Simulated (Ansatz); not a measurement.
# Calculations on CH$_{6}$BF

Part 1: Relaxation

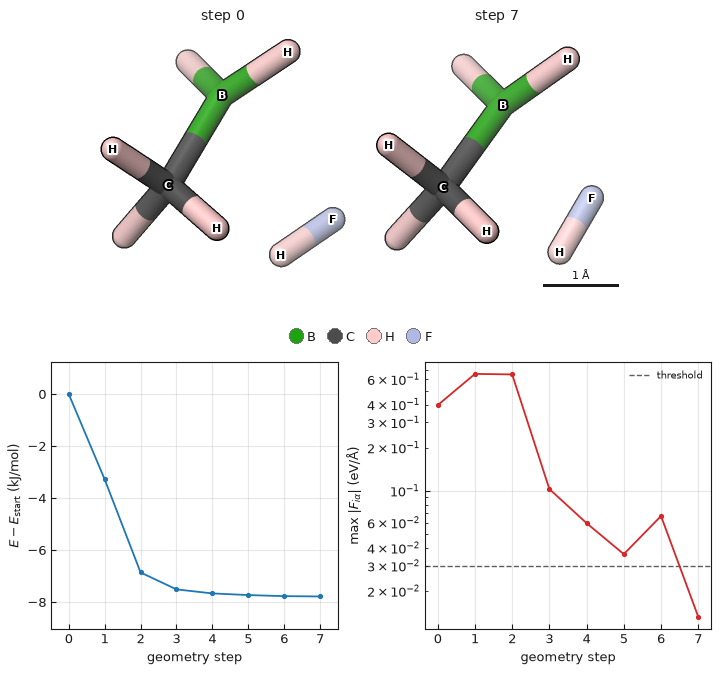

First and last geometry of a relaxation of CH$_{6}$BF, with the history of the run. The picture is a stick view, seen from a free direction.

The run prepares an end point of a later path (reaction) calculation, from a guessed geometry.

The calculation used RKS PBE/def2-SVP in Ansatz 0.2.0.

Input file:
```yaml
crystal:
  periodic: [false, false, false]
  atoms:
    - { symbol: B, position_ang: [0.019087, 0.153162, 0.247811] }
    - { symbol: C, position_ang: [0.02265, 0.209536, 1.835438] }
    - { symbol: H, position_ang: [-0.927088, -0.058773, 2.342681] }
    - { symbol: H, position_ang: [0.876825, -0.320961, 2.3064] }
    - { symbol: H, position_ang: [0.193, 1.286759, 2.071991] }
    - { symbol: H, position_ang: [1.072192, 0.125057, -0.354648] }
    - { symbol: H, position_ang: [-1.015137, 0.323833, -0.368536] }
    - { symbol: F, position_ang: [-0.224966, -2.342714, 0.414491] }
    - { symbol: H, position_ang: [-0.373064, -1.993298, 1.264472] }
basis:
  gaussian: { orbitals: def2-SVP }
hamiltonian:
  xc: pbe
relax:
  f_tol: 0.03
  max_steps: 50
output:
  orbitals: {}
```

Run as
```bash
ansatz run input.yaml --threads 1 --pin off --max-ram 2048MiB --backend cpu --events-out ev --progress --plain --runs-dir out
```

### What do the curves and the structures tell?

It converged. After 7 geometry steps the energy has fallen by 7.78 kJ/mol. Largest force component: 0.4 eV/Å at the start, 0.013 eV/Å at the end. The largest move after the best rigid fit is that of F8, 0.36 Å. By element the largest moves are F 0.36 Å, B 0.17 Å, H 0.13 Å, C 0.03 Å. Some distances before and after: B1–F8 2.513 → 2.002 Å, F8–H9 0.931 → 0.943 Å, B1–H6 1.214 → 1.219 Å.

```csv
step,"E − E(0), kJ/mol","largest force component, eV/Å"
0,0.00,0.3964
1,-3.28,0.6548
2,-6.86,0.6493
3,-7.51,0.1029
4,-7.66,0.0595
5,-7.73,0.0361
6,-7.77,0.0667
7,-7.78,0.0132
```

Limits of the set-up: the start holds two separate molecules, 2.3 Å apart at their closest, whose relative position is a soft coordinate and is computed without a dispersion correction.

Part 2: Relaxation

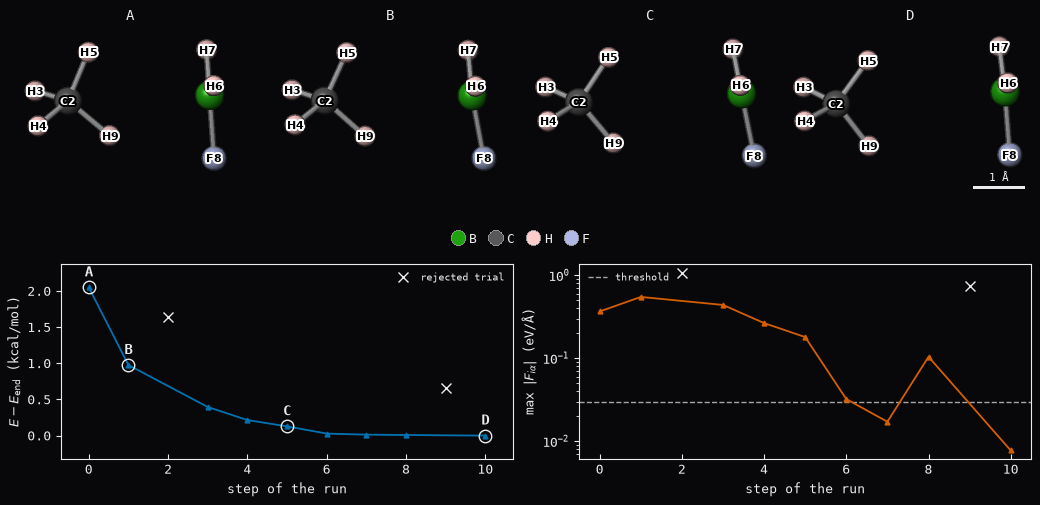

Frames of a relaxation of CH6BF, marked on the history of the run. The picture is a ball-and-stick view, seen at a tilt.

The run prepares an end point of a later path (reaction) calculation, from a guessed geometry.

Computed with Ansatz, RKS PBE/def2-SVP. (no spin polarisation; force threshold 0.03 eV/Å; at most 50 steps)

Question: Describe the path.

Answer: The energy falls by 2.05 kcal/mol in 8 accepted moves (10 points after the start). Largest force component: 0.37 eV/Å at the start, 0.0077 eV/Å at the end. The line search rejected the trial steps at points 2, 9 of the run. The forces were under the threshold at step 7, but the run went on from there. The largest move after the best rigid fit is that of an H atom, 0.46 Å. By element the largest moves are H 0.46 Å, F 0.32 Å, B 0.31 Å, C 0.24 Å. Among the contacts that change: C–H 1.112 → 1.106 Å. From step 0 to 1: the F atom moves most (0.20 Å), energy −1.07 kcal/mol. From step 1 to 5: an H atom moves most (0.27 Å), energy −0.85 kcal/mol. From step 5 to 10: an H atom moves most (0.15 Å), energy −0.13 kcal/mol.

```tsv
step	E − E(0), kcal/mol	largest force component, eV/Å	note
0	0.00	0.3661	
1	-1.07	0.5479	
2	-0.41	1.0753	rejected
3	-1.65	0.4387	
4	-1.83	0.2651	
5	-1.92	0.1797	
6	-2.02	0.0321	
7	-2.04	0.0171	
8	-2.04	0.1041	
9	-1.39	0.7502	rejected
10	-2.05	0.0077
```

Part 3: Path

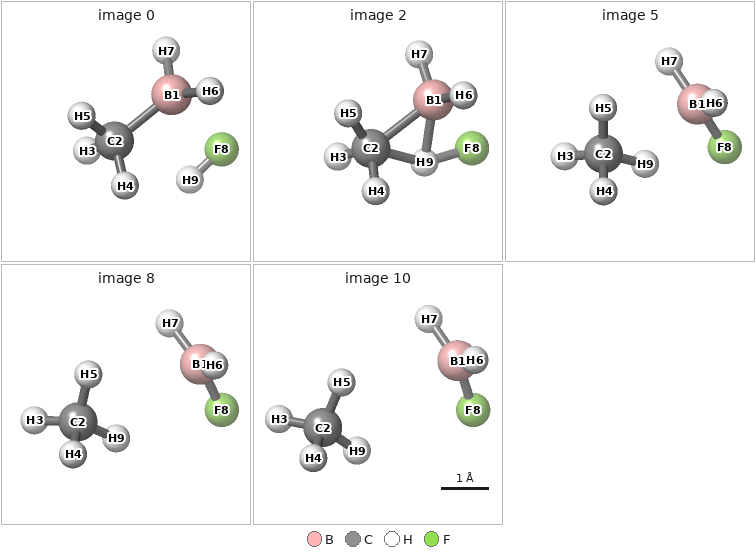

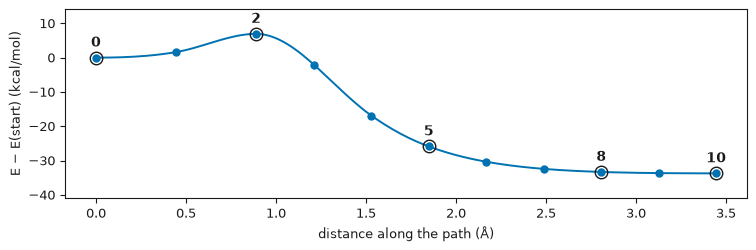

NEB run on CH6BF. Images are numbered from 0 (start) to 10 (end). A ball-and-stick model, seen at a tilt.

Method: Ansatz 0.2.0, RKS PBE/def2-SVP. Run with 9 movable images; climbing image; force threshold 0.03 eV/Å; iteration limit 60; starting path through a guess of the saddle point.

### Describe the mechanism and the energy profile.

The highest point, image 2, lies 6.9 kcal/mol above the start and 40.7 kcal/mol above the end; the end is at −33.7 kcal/mol relative to the start. Breaking: B1–C2 (1.59 → 1.71 at the top → 3.35 Å), F8–H9 (0.94 → 1.14 at the top → 2.80 Å). Forming: B1–F8 (2.00 → 1.67 at the top → 1.33 Å), C2–H9 (2.27 → 1.43 at the top → 1.11 Å). The band converged in 22 iterations. The largest component of the band force went from 7.4 to 0.0091 eV/Å. The climbing image converged on the top of the path. Its vibrational analysis gives one imaginary mode (890i cm⁻¹), as a transition state must have.
